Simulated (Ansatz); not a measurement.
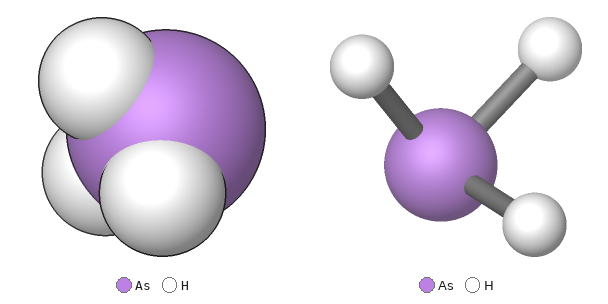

Two views of one molecule.

> What is the molecular formula?

AsH₃, 4 atoms: 1 arsenic and 3 hydrogen.

> Give the symmetry (Schoenflies symbol).

C3v.

> How many atoms are distinct by symmetry?

2: 1 As, 3 H.

> How many bonds of each kind are drawn?

3 As–H. Sticks follow a distance rule.

The parts below concern this one geometry. Atoms keep their numbers from picture to picture. The geometry was computed by an optimisation with PBE0-D4/def2-TZVP. No frequency run is at hand to confirm it as a minimum.

## Geometry

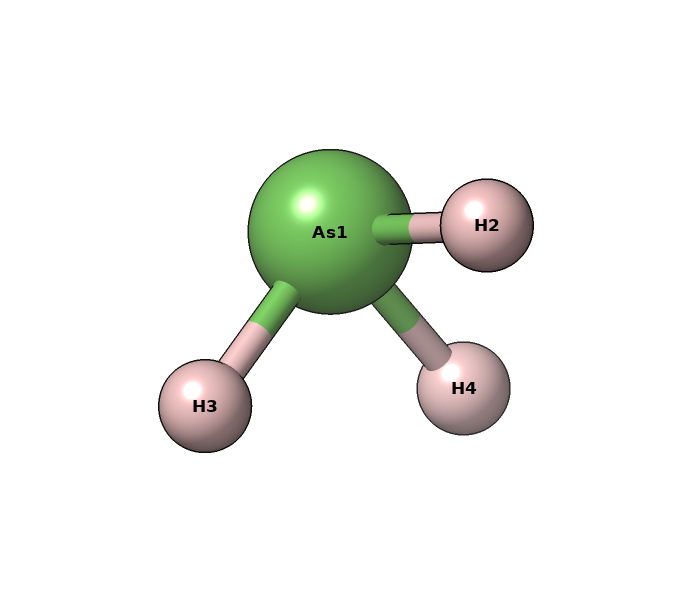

No frequency run is at hand to confirm it as a minimum.

Which atoms are bonded, and how long are the bonds?

| bond | length (Å) |
| --- | --- |
| As1–H2 | 1.522 |
| As1–H3 | 1.522 |
| As1–H4 | 1.522 |

## Dipole moment

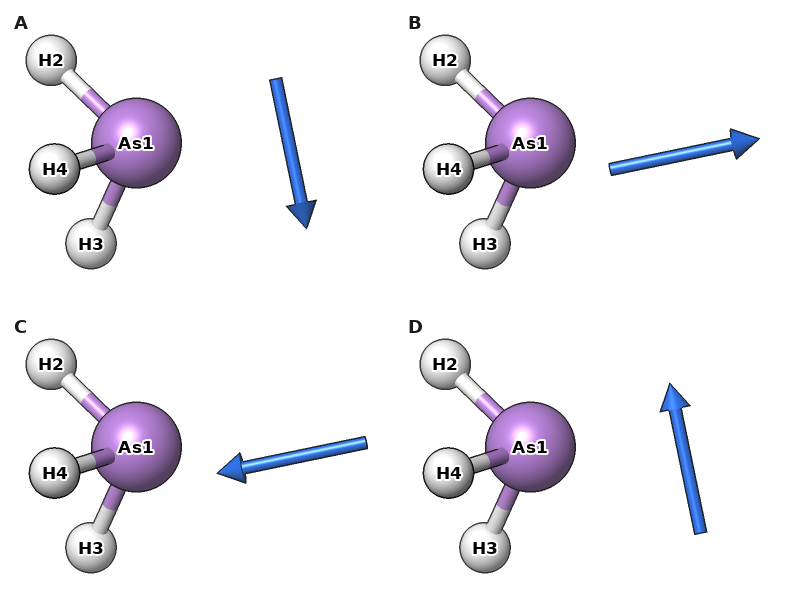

The same molecule four times, each with an arrow. No frequency run is at hand to confirm it as a minimum. Method: RKS PBE0-D4/def2-TZVP (Ansatz 0.2.0).

> Which arrow points along the dipole moment, from the negative to the positive end?

C. The dipole moment is 0.34 D; it points from the side of As1 to the side of H2, H3, H4 (the outermost atoms at the two ends).

## Charges

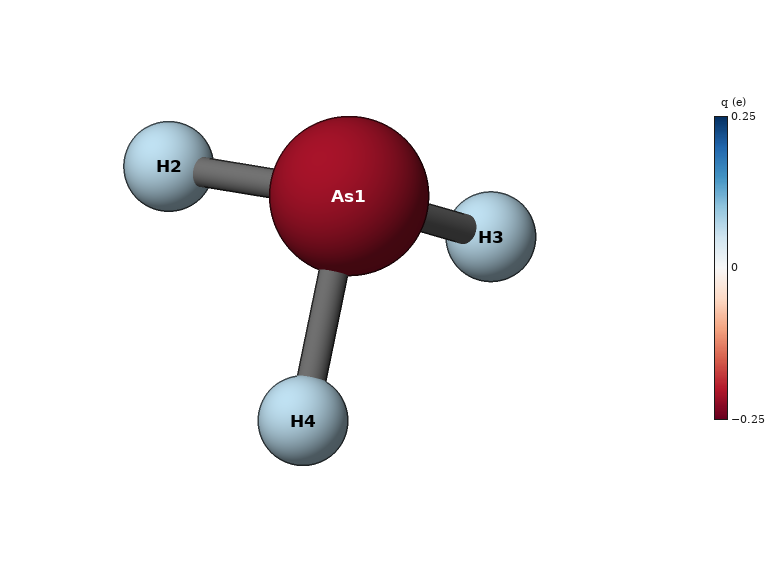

Atoms are coloured by their Mulliken charges. No frequency run is at hand to confirm it as a minimum. Method: RKS PBE0-D4/def2-TZVP (Ansatz 0.2.0).

Give the Mulliken charges atom by atom.

| atom | value (e) |
| --- | --- |
| As1 | −0.21 |
| H2 | 0.07 |
| H3 | 0.07 |
| H4 | 0.07 |

## Electronic properties

No frequency run is at hand to confirm it as a minimum. Properties computed with RKS PBE0-D4/def2-TZVPPD (Ansatz 0.2.0).

What does the calculation give?

- HOMO energy (Kohn–Sham orbital): −7.83 eV
- LUMO energy (Kohn–Sham orbital): 0.19 eV
- HOMO–LUMO gap: 8.02 eV

Mulliken values depend strongly on the basis set and can even reverse the polarity of a bond.
